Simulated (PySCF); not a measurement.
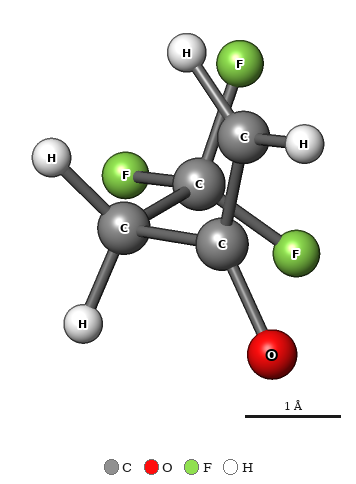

Figure 1. The structure (ball-and-stick view, seen at an oblique angle).

## C4H4F3O (charge −1): NMR shielding calculation

System: C4H4F3O, charge −1, SMILES C=C([O-])CC(F)(F)F.
Method: GIAO PBE0/pcSseg-1 NMR shielding, non-relativistic, gas phase (PySCF 2.14.0).

The geometry comes from this level: GFN2-xTB, MD frame at 1000 fs, 200 K. It belongs to a series of runs on one base structure; here: MD frame at 1000 fs, 200 K. Figures and captions count atoms from 1; the log counts them from 0 in places.

**The input**
```
{"job": {"kind": "nmr", "xc": "PBE0", "basis": "pcSseg-1", "pop": false}, "charge": -1, "multiplicity": 1}
C      1.173300    -0.575600     0.444800
C     -0.005000    -0.937400     1.018800
O     -0.342100    -2.072900     1.509800
C     -1.115300     0.196000     1.049300
C     -1.857600     0.099100    -0.246800
F     -2.971700     0.986200    -0.329700
F     -1.148600     0.514000    -1.310800
F     -2.319000    -1.075500    -0.531200
H      1.300500     0.469200     0.136600
H      1.983800    -1.281600     0.453300
H     -1.760100    -0.051300     1.913800
H     -0.591200     1.169900     1.171800
```

The first line tells a small driver script what to run in PySCF; the rest is the geometry in Å.

Command:
```bash
OMP_NUM_THREADS=1 python <driver script> task.json out
```

**Output**
```
coarse grid: 11168 points
cycle   1  E = -528.6489015486  dE =  1.186e+00  |g| = 1.226e+00  |ddm| = 3.049e+00
cycle   2  E = -527.4876851955  dE =  1.161e+00  |g| = 2.639e+00  |ddm| = 4.567e+00
cycle   3  E = -528.8768001332  dE = -1.389e+00  |g| = 5.351e-01  |ddm| = 4.092e+00
cycle   4  E = -528.9292668282  dE = -5.247e-02  |g| = 1.897e-01  |ddm| = 6.600e-01
cycle   5  E = -528.9355191565  dE = -6.252e-03  |g| = 5.405e-02  |ddm| = 1.794e-01
cycle   6  E = -528.9361429068  dE = -6.238e-04  |g| = 1.635e-02  |ddm| = 5.614e-02
cycle   7  E = -528.9362060058  dE = -6.310e-05  |g| = 5.073e-03  |ddm| = 1.942e-02
cycle   8  E = -528.9362108701  dE = -4.864e-06  |g| = 9.506e-04  |ddm| = 4.706e-03
final grid: 112344 points
cycle   9  E = -529.0140980626  dE = -3.129e-05  |g| = 1.205e-02  |ddm| = 2.485e-02
cycle  10  E = -529.0140208435  dE =  7.722e-05  |g| = 2.330e-02  |ddm| = 2.940e-02
cycle  11  E = -529.0141254096  dE = -1.046e-04  |g| = 2.344e-03  |ddm| = 2.267e-02
cycle  12  E = -529.0141265192  dE = -1.110e-06  |g| = 3.569e-04  |ddm| = 2.535e-03
cycle  13  E = -529.0141265332  dE = -1.399e-08  |g| = 1.645e-04  |ddm| = 3.163e-04
cycle  14  E = -529.0141265385  dE = -5.244e-09  |g| = 3.499e-05  |ddm| = 1.369e-04
cycle  15  E = -529.0141265387  dE = -2.551e-10  |g| = 1.212e-05  |ddm| = 3.845e-05
```

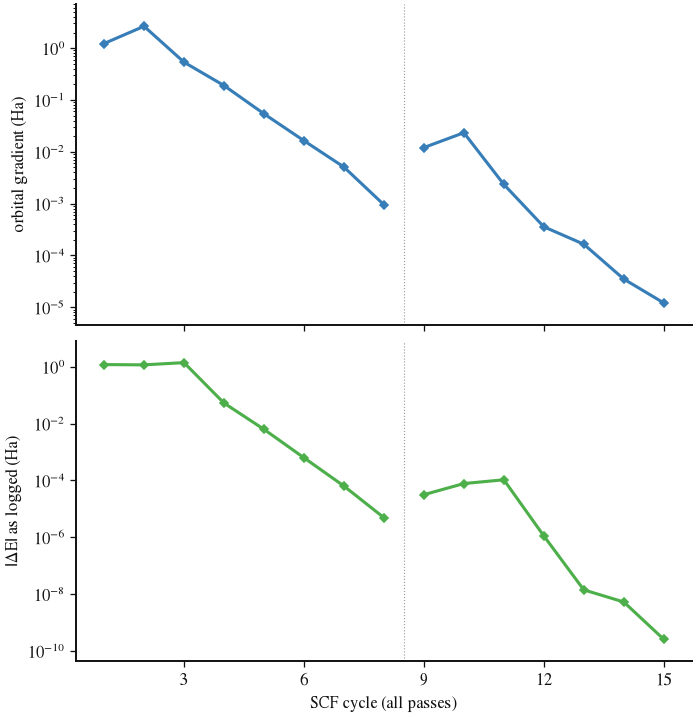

Figure 2. Convergence of the self-consistent field: orbital gradient and size of the energy change against the SCF cycle. The dotted line marks the change from a coarse to the final integration grid. The first 8 cycles use a coarse grid, the final grid takes over at cycle 9, and the field converges after 15 cycles in all.

```
converged SCF energy = -529.0141265387

GIAO shielding tensors (ppm)
atom      isotropic    diamagn.    paramagn.     s11        s22        s33       span
  0 C      124.881     256.748    -131.867     47.476    139.137    188.029    140.553
  1 C       13.637     245.861    -232.224   -103.455     57.072     87.294    190.749
  2 O      -15.562     401.201    -416.763   -216.850    -86.451    256.615    473.465
  3 C      130.928     254.017    -123.089    105.558    135.697    151.531     45.973
  4 C       47.295     239.481    -192.186     35.299     49.358     57.228     21.929
  5 F      220.056     474.004    -253.949    101.413    185.156    373.599    272.186
  6 F      246.264     478.391    -232.127    158.900    242.873    337.018    178.118
  7 F      266.465     472.122    -205.657    195.855    290.202    313.339    117.484
  8 H       28.939      34.016      -5.077     26.250     26.626     33.939      7.689
  9 H       28.869      32.471      -3.603     25.602     27.300     33.704      8.101
 10 H       29.413      29.680      -0.268     27.181     28.316     32.741      5.561
 11 H       28.030      31.231      -3.201     25.121     28.660     30.309      5.188
```

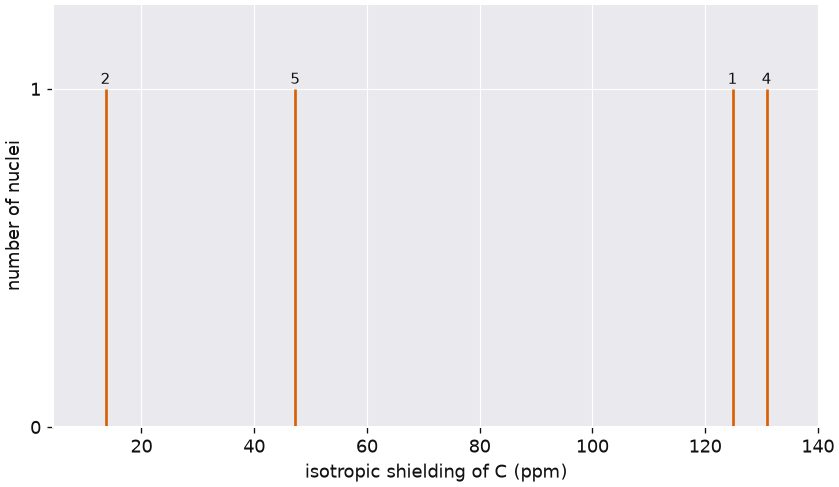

Figure 3. Isotropic shieldings of the carbon nuclei in this fixed geometry, labelled by atom number; shielding grows to the right, so chemical shift grows to the left. The least shielded is C2 (13.6 ppm), the most shielded C4 (130.9 ppm).

**Key numbers**

| quantity | value |
| --- | --- |
| outcome | converged |
| total energy | −529.014127 hartree |
| HOMO | −0.04 eV |
| LUMO | 5.73 eV |
| isotropic shielding, C | 13.6 to 130.9 ppm |
| isotropic shielding, O | −15.6 ppm |
| isotropic shielding, F | 220.1 to 266.5 ppm |
| isotropic shielding, H | 28.0 to 29.4 ppm |
| hardware | 1 CPU thread, shared host |
| wall time | 40 s |
| peak memory | 0.81 GiB |
